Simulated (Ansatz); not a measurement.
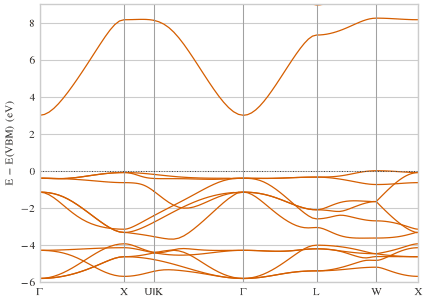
Band structure from LDA (plane waves, PAW; program Ansatz)

Read off the gap and where the band edges lie.

About 3.0 eV (2.99 eV by a search for the band edges); maximum at W, minimum at Γ.

The material is CdF2 (fluorite, space group No. 225).

Space group Fm-3m (fluorite). Symmetry was held in the LDA relaxation; phonons on a q-mesh show no instability. Scalar-relativistic: spin–orbit coupling is off unless named, which matters more the heavier the elements.

Potentials: the later of the program's two PAW sets.
